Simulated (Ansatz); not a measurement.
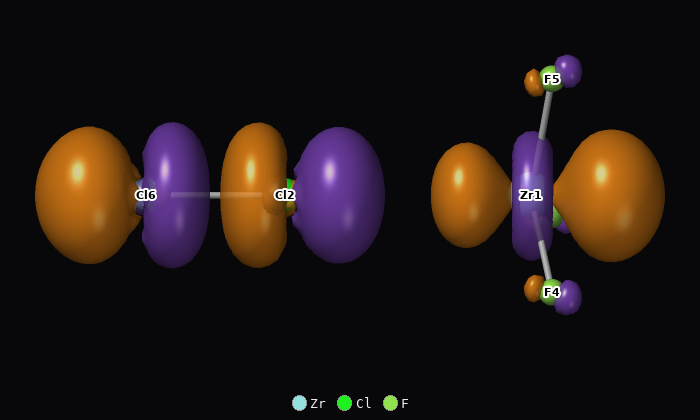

F3Zr···Cl2 (doublet). One frontier orbital at ±0.1 Å⁻³ᐟ² (orange and purple are the two phases), seen from one side.

Core potentials replace the inner electrons of Zr; not at a stationary point (largest force 1.8 eV/Å).

These are results of Ansatz 0.2.0, UKS PBE-D4/def2-SVP, not measurements.

```tsv
atom	x (Å)	y (Å)	z (Å)
Zr	0.0004	0.0000	-0.4389
Cl	-0.0006	0.0000	3.2602
F	1.8749	0.0000	-0.7519
F	-0.9367	1.6232	-0.7527
F	-0.9367	-1.6232	-0.7527
Cl	0.0005	0.0000	5.3381
```

> Which orbital is it: HOMO (α) or LUMO (α)?

The LUMO (α), at −3.88 eV. Its weight (Hirshfeld) is mainly on Cl6 (about 35 %), Cl2 (about 35 %) and Zr1 (about 25 %).
